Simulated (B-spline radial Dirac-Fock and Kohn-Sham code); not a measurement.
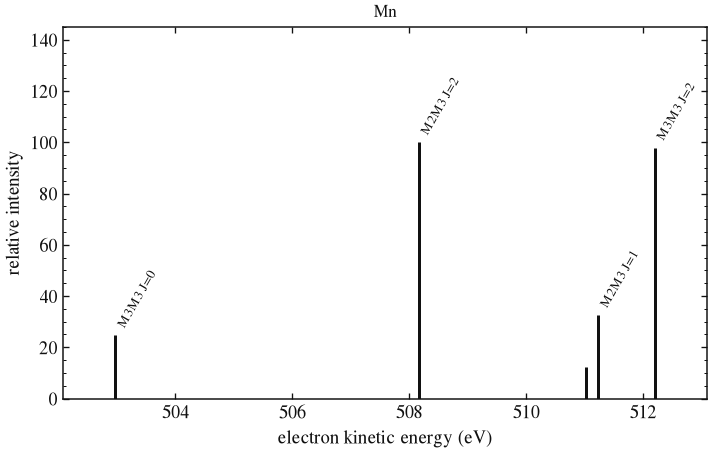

The Auger multiplet of an L3 hole with both final holes in M23, lines labelled by the leading pair of holes and J, as sticks. Kinetic energies count from the vacuum level; very weak lines are left out. Lines are named by their largest jj component, which in light atoms can differ from the customary names. Species: neutral Mn ([Ar] 3d5 4s2). Computed with a B-spline radial code: Dirac–Fock ΔSCF energies in intermediate coupling of the two holes, Coulomb rates, valence shells as spectators.

The strongest line is L3-M2M3 J=2 at 508.2 eV (37 % of the multiplet), followed by L3-M3M3 J=2 at 512.2 eV (37 %), L3-M2M3 J=1 at 511.2 eV (12 %), L3-M3M3 J=0 at 503.0 eV (9.2 %). The lines shown span 503.0 eV to 512.2 eV.
